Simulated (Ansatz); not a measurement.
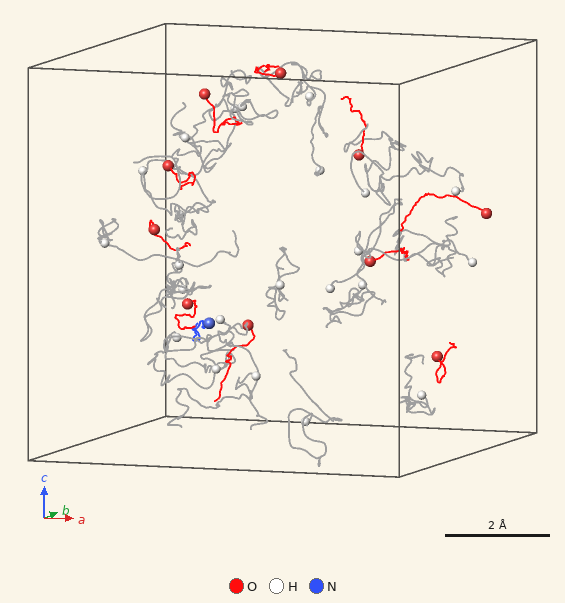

Molecular dynamics of a periodic cell with 10 H2O + 1 NH3 at 0.743 g/cm³, 150 fs long. Lines trace each atom's path, in the colour of its element; spheres stand at the starting positions. Seen slightly off an axis in the simulation cell.

These are results of DFT PBE-D3(BJ), scalar-relativistic, plane waves, PAW in Ansatz, not measurements. Settings: plane-wave cutoff 420 eV; k-point mesh 1 × 1 × 1; Fermi-Dirac smearing 0.02 eV; low-accuracy preset; Langevin thermostat (NVT); set temperature 1500 K; time step 0.5 fs; friction 0.02 per fs.

Question: What do the traces tell about the motion?

Answer: Root-mean-square distances from the starting positions over the second half, with the common drift of all atoms taken out: H 1.28 Å, O 1.00 Å, N 0.65 Å. The heavy atoms stay within a fraction of a molecule's size of their starting places; so short a run doesn't tell a liquid from a solid.

Limits of the set-up: the program's low-accuracy preset was used; the periodic images lie only 7.6 Å apart, so the values are limited by the cell's size.
